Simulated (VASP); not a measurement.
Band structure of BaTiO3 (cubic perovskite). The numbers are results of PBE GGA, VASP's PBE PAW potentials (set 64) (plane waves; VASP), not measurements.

Unless said otherwise, spin-orbit coupling is left out, though it shifts the bands of the heavy elements here.

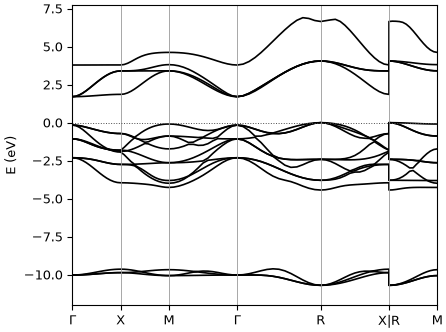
*Bands along high-symmetry lines, zero at the valence-band maximum or, without a gap, the Fermi level*

Q: Read the plot: is there a gap, and where are the band edges?

A: The gap is indirect, 1.71 eV, from the valence maximum at R to the conduction minimum at Γ. (Edges off the drawn lines would not show.)

Measured: gap 3.20 eV (computed value off by -1.49 eV), as given by Yu-ichiro Matsushita et al., Physical Review B (2011), arXiv:1104.2769.

The compound is BaTiO3 in the cubic perovskite structure, the ideal cubic form; the compound distorts at low or room temperature. It was relaxed first.
